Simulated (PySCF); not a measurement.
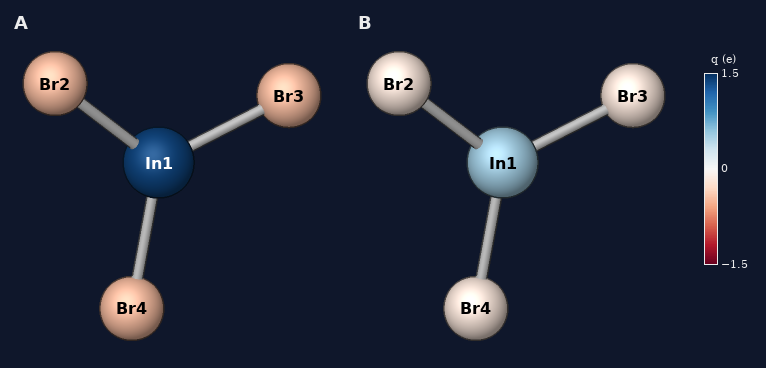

Atomic charges of one calculation by 2 schemes, on one colour scale. Computed geometry: PBE/def2-SVP with core potentials optimisation. Level of theory: PBE/def2-SVP, core potentials on In (PySCF 2.14.0).

> The schemes are Mulliken, atomic polar tensor. Which panel shows which?

A atomic polar tensor, B Mulliken.

List the charges (e), one line for each set of equivalent atoms.

```json
{"atom": "In1", "atomic polar tensor": "1.38", "Mulliken": "0.52"}
{"atom": "Br2, Br3, Br4", "atomic polar tensor": "−0.46", "Mulliken": "−0.17"}
```
